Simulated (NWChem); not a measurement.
# BP2H7 (SMILES P[BH2-][PH3+]) at 4 levels

Wanted: a comparison of 4 runs (HF/STO-3G, HF/3-21G, B3LYP/6-31G*) of BP2H7. 

Program for the calculation: NWChem 7.3.0.

### 1 The system as given

BP2H7: 10 atoms, total charge 0, spin state singlet. SMILES: `P[BH2-][PH3+]`. Geometry: relaxed at GFN2-xTB. This is one conformer, not always the lowest.

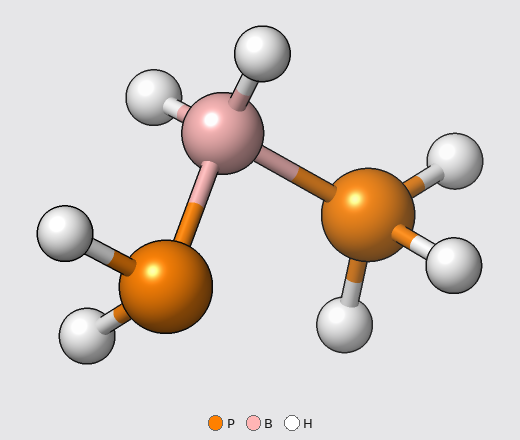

Viewed from a chosen angle; phosphorus orange, boron pink, hydrogen white.

### 2 Energy and gradient at HF/STO-3G (run 1)

File bh7p2.nw:

```
start bh7p2
title "BH7P2"
memory 2200 mb
charge 0

geometry noautosym nocenter noautoz
   P     -1.580670     0.330430    -0.474170
   B      0.349750     0.774160    -0.309000
   P      0.751850    -0.713500     0.838470
   H     -1.482680    -0.476800    -1.600470
   H     -1.981570     1.424640    -1.216470
   H      0.984860     0.691130    -1.305100
   H      0.522300     1.756350     0.336610
   H      0.403470    -1.963930     0.361850
   H      0.035010    -0.764400     2.015520
   H      1.997690    -1.058080     1.352760
end

basis spherical bse
   * library STO-3G
end

scf
   nopen 0
   rhf
   thresh 1e-08
   maxiter 80
   print medium
end

task scf gradient
```

On the command line:

```sh
$ nwchem bh7p2.nw > bh7p2.out
```

The program printed:

```text
[...]
  functions       =    30
[...]
  wavefunction    = RHF
[...]
         Total SCF energy =   -702.245910486860
      One-electron energy =  -1267.395414905564
      Two-electron energy =    418.077748122827
 Nuclear repulsion energy =    147.071756295878
        Time for solution =      0.9s
[...]
                         RHF ENERGY GRADIENTS
    atom               coordinates                        gradient
                 x          y          z           x          y          z
   1 P      -2.987033   0.624422  -0.896051   -0.012300  -0.013038   0.016708
   2 B       0.660932   1.462950  -0.583925    0.026940  -0.022119   0.015929
   3 P       1.420790  -1.348319   1.584479   -0.025060   0.039954  -0.030638
   4 H      -2.801859  -0.901021  -3.024450    0.000048  -0.001299  -0.005571
   5 H      -3.744624   2.692179  -2.298795   -0.000766   0.000298  -0.003349
   6 H       1.861116   1.306046  -2.466281    0.007265   0.000111  -0.017674
   7 H       0.987004   3.319020   0.636101    0.000108   0.017266   0.011247
   8 H       0.762448  -3.711290   0.683797   -0.000594  -0.007582   0.003690
   9 H       0.066159  -1.444507   3.808781   -0.000854  -0.006064   0.003692
  10 H       3.775087  -1.999481   2.556346    0.005215  -0.007526   0.005965
[...]
```

Run time: 1.6 s. Hardware: 1 thread of AMD EPYC 9R45 (Zen 5), shared host; peak memory 0.1 GiB.

### 3 Energy and gradient at HF/3-21G (run 2)

File bh7p2.nw:

```
START bh7p2
TITLE "BH7P2"
memory total 2200 mb
charge 0

GEOMETRY noautosym nocenter noautoz
 P       -1.580670       0.330430      -0.474170
 B        0.349750       0.774160      -0.309000
 P        0.751850      -0.713500       0.838470
 H       -1.482680      -0.476800      -1.600470
 H       -1.981570       1.424640      -1.216470
 H        0.984860       0.691130      -1.305100
 H        0.522300       1.756350       0.336610
 H        0.403470      -1.963930       0.361850
 H        0.035010      -0.764400       2.015520
 H        1.997690      -1.058080       1.352760
END

BASIS spherical bse
 * library 3-21G
END

SCF
 thresh 1e-08
 maxiter 80
 print low
END

TASK scf gradient
```

On the command line:

```sh
$ nwchem bh7p2.nw > bh7p2.out
```

The program printed:

```text
[...]
  functions       =    49
[...]
  wavefunction    = RHF
[...]
         Total SCF energy =   -706.517059361162
      One-electron energy =  -1268.702753924708
      Two-electron energy =    415.113938267668
 Nuclear repulsion energy =    147.071756295878
        Time for solution =      1.0s
[...]
                         RHF ENERGY GRADIENTS
    atom               coordinates                        gradient
                 x          y          z           x          y          z
   1 P      -2.987033   0.624422  -0.896051    0.014156  -0.004991  -0.002733
   2 B       0.660932   1.462950  -0.583925    0.000048  -0.017158   0.008433
   3 P       1.420790  -1.348319   1.584479   -0.022639   0.028905  -0.025530
   4 H      -2.801859  -0.901021  -3.024450    0.000745   0.015199   0.011561
   5 H      -3.744624   2.692179  -2.298795    0.009097  -0.017646   0.005506
   6 H       1.861116   1.306046  -2.466281   -0.002289   0.001320   0.003462
   7 H       0.987004   3.319020   0.636101    0.000358  -0.003066  -0.002247
   8 H       0.762448  -3.711290   0.683797    0.004272   0.007757   0.010245
   9 H       0.066159  -1.444507   3.808781    0.008325  -0.006255  -0.009229
  10 H       3.775087  -1.999481   2.556346   -0.012074  -0.004065   0.000532
[...]
```

Run time: 1.8 s. Hardware: 1 thread of AMD EPYC 9R45 (Zen 5), shared host; peak memory 0.1 GiB.

### 4 Energy and gradient at B3LYP/6-31G(d) (spherical functions) (run 3)

File bh7p2.xyz:

```xyz
10

P     -1.580670     0.330430    -0.474170
B      0.349750     0.774160    -0.309000
P      0.751850    -0.713500     0.838470
H     -1.482680    -0.476800    -1.600470
H     -1.981570     1.424640    -1.216470
H      0.984860     0.691130    -1.305100
H      0.522300     1.756350     0.336610
H      0.403470    -1.963930     0.361850
H      0.035010    -0.764400     2.015520
H      1.997690    -1.058080     1.352760
```

File run.py:

```python
from ase.io import read
from ase.calculators.nwchem import NWChem

molecule = read('bh7p2.xyz')

calc = NWChem(
    label='bh7p2',
    theory='dft',
    memory='2200 mb',
    basis='6-31G*',
    basispar='spherical bse',
    dft={'xc': 'b3lyp', 'mult': '1', 'grid': 'xfine', 'convergence': 'energy 1e-08', 'iterations': '100', 'mulliken': None, 'print': 'low'},
)
molecule.calc = calc

forces = molecule.get_forces()
e = molecule.get_potential_energy()
print(f"E = {e:.6f} eV")
print("forces (eV/A):")
for s, f in zip(molecule.symbols, forces):
    print(f"{s:2s} {f[0]:10.5f} {f[1]:10.5f} {f[2]:10.5f}")
```

On the command line:

```sh
$ export ASE_NWCHEM_COMMAND="nwchem PREFIX.nwi > PREFIX.nwo"
$ python run.py
```

The program printed:

```text
E = -19367.127793 eV
forces (eV/A):
P    -0.30864   -0.12434    0.76912
B    -0.29907   -0.02587   -0.08834
P     0.37307    0.02725    0.10233
H     0.01347   -0.58719   -0.63213
H    -0.25690    0.85078   -0.40521
H     0.32375   -0.06891   -0.29835
H     0.07060    0.28961    0.26570
H    -0.17797   -0.55366   -0.41384
H    -0.40659    0.15689    0.60354
H     0.66823    0.03543    0.09719
```

The calculator wrote bh7p2.nwi:

```
title "bh7p2"

permanent_dir bh7p2

scratch_dir bh7p2

start bh7p2

geometry units angstrom nocenter noautosym noautoz
  P  -1.5806700000000000e+00 3.3043000000000000e-01 -4.7416999999999998e-01
  B  3.4975000000000001e-01 7.7415999999999996e-01 -3.0900000000000000e-01
  P  7.5185000000000002e-01 -7.1350000000000002e-01 8.3847000000000005e-01
  H  -1.4826800000000000e+00 -4.7680000000000000e-01 -1.6004700000000001e+00
  H  -1.9815700000000001e+00 1.4246399999999999e+00 -1.2164699999999999e+00
  H  9.8485999999999996e-01 6.9113000000000002e-01 -1.3050999999999999e+00
  H  5.2229999999999999e-01 1.7563500000000001e+00 3.3661000000000002e-01
  H  4.0347000000000000e-01 -1.9639300000000000e+00 3.6185000000000000e-01
  H  3.5009999999999999e-02 -7.6439999999999997e-01 2.0155200000000000e+00
  H  1.9976900000000000e+00 -1.0580799999999999e+00 1.3527600000000000e+00
end

memory 2200 mb

basis spherical bse noprint
   * library 6-31G*
end

dft
  xc b3lyp
  mult 1
  grid xfine
  convergence energy 1e-08
  iterations 100
  mulliken
  print low
end

task dft gradient
```

bh7p2.nwo:

```text
Northwest Computational Chemistry Package (NWChem) 7.3.0
             --------------------------------------------------------

           Job information
           ---------------

    nwchem branch   = 7.3.0
    use scalapack   = T
    input           = bh7p2.nwi
    prefix          = bh7p2.
    data base       = bh7p2/bh7p2.db
    status          = startup
    nproc           =        1

           Memory information
           ------------------

    heap     =     72089596 doubles =      550.0 Mbytes
    stack    =     72089601 doubles =      550.0 Mbytes
    global   =    144179200 doubles =     1100.0 Mbytes (distinct from heap & stack)
    total    =    288358397 doubles =     2200.0 Mbytes
    verify   = yes
    hardfail = no

           Directory information
           ---------------------

  0 permanent = bh7p2
  0 scratch   = bh7p2

                                NWChem Input Module
                                -------------------

                                       bh7p2
                                       -----

[... 25 lines left out ...]
            Nuclear Dipole moment (a.u.)
[... 78 lines left out ...]
   convergence    iter        energy       DeltaE   RMS-Dens  Diis-err    time
[... 11 lines left out ...]
         Total DFT energy =     -711.728824662495
      One electron energy =    -1273.867589204669
           Coulomb energy =      468.354549244590
    Exchange-Corr. energy =      -53.287540998295
 Nuclear repulsion energy =      147.071756295878
[... 17 lines left out ...]
     -------------------------------------------
      Total Density - Lowdin Population Analysis
     -------------------------------------------

    Atom       Charge   Shell Charges
 -----------   ------   -------------------------------------------------------
    1 P   15    15.06   2.00  1.99  5.89  0.93  2.22  0.53  1.40  0.11
    2 B    5     5.67   1.98  0.45  1.48  0.40  1.26  0.09
    3 P   15    14.57   2.00  1.98  5.89  0.86  2.16  0.40  1.10  0.17
[... 6 lines of this table left out ...]
   10 H    1     0.97   0.51  0.46

                         DFT ENERGY GRADIENTS

    atom               coordinates                        gradient
                 x          y          z           x          y          z
   1 P      -2.987033   0.624422  -0.896051    0.006002   0.002418  -0.014957
   2 B       0.660932   1.462950  -0.583925    0.005816   0.000503   0.001718
   3 P       1.420790  -1.348319   1.584479   -0.007255  -0.000530  -0.001990
[... 6 lines of this table left out ...]
  10 H       3.775087  -1.999481   2.556346   -0.012995  -0.000689  -0.001890

 Task  times  cpu:       15.5s     wall:       15.5s
 Total times  cpu:       15.5s     wall:       15.5s
```

Run time: 17 s. Hardware: 1 thread of AMD EPYC 9R45 (Zen 5), shared host; peak memory 0.15 GiB.

### 5 Energy and gradient at B3LYP/6-31G(d) (Cartesian functions) (run 4)

File sp.nw:

```
start sp
memory total 2200 mb
geometry units angstroms noautosym nocenter noautoz
  P    -1.580670    0.330430   -0.474170
  B     0.349750    0.774160   -0.309000
  P     0.751850   -0.713500    0.838470
  H    -1.482680   -0.476800   -1.600470
  H    -1.981570    1.424640   -1.216470
  H     0.984860    0.691130   -1.305100
  H     0.522300    1.756350    0.336610
  H     0.403470   -1.963930    0.361850
  H     0.035010   -0.764400    2.015520
  H     1.997690   -1.058080    1.352760
end
basis cartesian
  P library 6-31G*
  B library 6-31G*
  H library 6-31G*
end
dft
  xc b3lyp
  grid xfine
  convergence energy 1e-08
  maxiter 100
  mulliken
  print medium
end
task dft gradient
```

On the command line:

```sh
$ nwchem sp.nw > sp.out
```

The program printed:

```text
[...]
          Wavefunction type:  closed shell.
          No. of atoms     :    10
          No. of electrons :    42
[...]
          Charge           :     0
          Spin multiplicity:     1
[...]
          AO basis - number of functions:    67
[...]
              XC Information
              --------------
                         B3LYP Method XC Potential
                     Hartree-Fock (Exact) Exchange  0.200
                        Slater Exchange Functional  0.800 local
                    Becke 1988 Exchange Functional  0.720 non-local
              Lee-Yang-Parr Correlation Functional  0.810
                  VWN I RPA Correlation Functional  0.190 local
[...]
 d= 0,ls=0.0,diis     1   -711.6828869044 -8.59D+02  1.43D-02  4.20D-01     2.0
[...]
 d= 0,ls=0.0,diis     8   -711.7342495658 -2.17D-09  2.75D-06  1.80D-08    13.2
         Total DFT energy =     -711.734249565826
      One electron energy =    -1273.727927577986
           Coulomb energy =      468.167575741681
    Exchange-Corr. energy =      -53.245654025399
 Nuclear repulsion energy =      147.071756295878
[...]
      Total Density - Mulliken Population Analysis
     ---------------------------------------------
    Atom       Charge   Shell Charges
 -----------   ------   -------------------------------------------------------
    1 P   15    15.16   2.00  1.99  5.97  1.24  2.45  0.54  0.91  0.07
    2 B    5     5.22   1.99  0.53  1.61  0.41  0.61  0.07
    3 P   15    14.86   2.00  1.99  5.97  1.23  2.53  0.37  0.64  0.14
    4 H    1     0.98   0.52  0.46
    5 H    1     0.97   0.52  0.45
    6 H    1     1.00   0.52  0.48
    7 H    1     1.00   0.51  0.49
    8 H    1     0.93   0.52  0.41
    9 H    1     0.92   0.52  0.40
   10 H    1     0.95   0.52  0.43
[...]
  wavefunction    = closed shell
                         DFT ENERGY GRADIENTS
    atom               coordinates                        gradient
                 x          y          z           x          y          z
   1 P      -2.987033   0.624422  -0.896051    0.005954   0.002394  -0.014945
   2 B       0.660932   1.462950  -0.583925    0.005800   0.000496   0.001689
   3 P       1.420790  -1.348319   1.584479   -0.007251  -0.000557  -0.001968
   4 H      -2.801859  -0.901021  -3.024450   -0.000237   0.011431   0.012310
   5 H      -3.744624   2.692179  -2.298795    0.005024  -0.016543   0.007885
   6 H       1.861116   1.306046  -2.466281   -0.006277   0.001339   0.005760
   7 H       0.987004   3.319020   0.636101   -0.001378  -0.005590  -0.005142
   8 H       0.762448  -3.711290   0.683797    0.003448   0.010760   0.008035
   9 H       0.066159  -1.444507   3.808781    0.007889  -0.003044  -0.011733
  10 H       3.775087  -1.999481   2.556346   -0.012973  -0.000686  -0.001889
[...]
```

Wall time 17 s (1 thread of AMD EPYC 9R45 (Zen 5), shared host); peak memory 0.15 GiB.

### 6 Overview of the runs

```csv
run,level,iteration cap,module,energy (Eh),largest force (eV/Å),wall time
1,HF/STO-3G,80,scf,-702.245910,2.892,1.6 s
2,HF/3-21G,80,scf,-706.517059,2.300,1.8 s
3,B3LYP/6-31G* (spherical functions),100,dft,-711.728825,0.977,17 s
4,B3LYP/6-31G* (Cartesian functions),100,dft,-711.734250,0.977,17 s
```

### 7 Results

| quantity | value |
| --- | --- |
| run 4: total energy | -711.73425 Eh |
| run 4: dipole moment | 3.74 D |
| run 4: HOMO energy | -6.09 eV |
| run 4: LUMO energy | 0.22 eV |
| run 4: HOMO–LUMO gap | 6.31 eV |
| run 4: largest force on an atom | 0.977 eV/Å |

What this shows: In run 1 the basis is minimal, so the values are rough. All runs together took 37 s, the longest 17 s.
